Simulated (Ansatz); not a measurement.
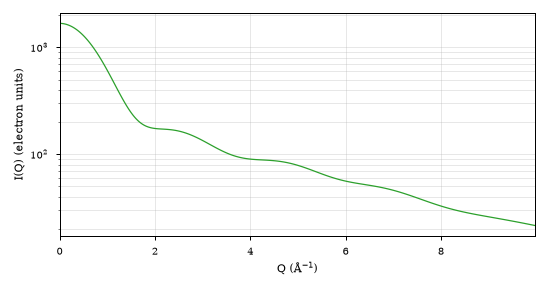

Elastic X-ray scattering of a randomly oriented, rigid molecule, calculated with the Debye equation from neutral-atom form factors (independent atoms, no Compton part, no vibration). The geometry is the end point of an optimisation (RKS PBE-D4/def2-SVP in Ansatz 0.2.0); it may be a saddle point or a higher isomer. It contains C, F, Si, H.

Q: How many electrons does the independent-atom model of the molecule hold?

A: I(0) is the square of the electron number: I(0) = 1680, so about 41 electrons, the count of C2H6FSi counted as neutral atoms.

Q: What radius of gyration does the initial fall-off give?

A: From I(Q) ≈ I(0) exp(−Q²R²/3) at small Q, R ≈ 1.78 Å. It is larger than the electron-weighted radius of the nuclear positions alone (1.61 Å), because each atom's electron cloud adds to it.
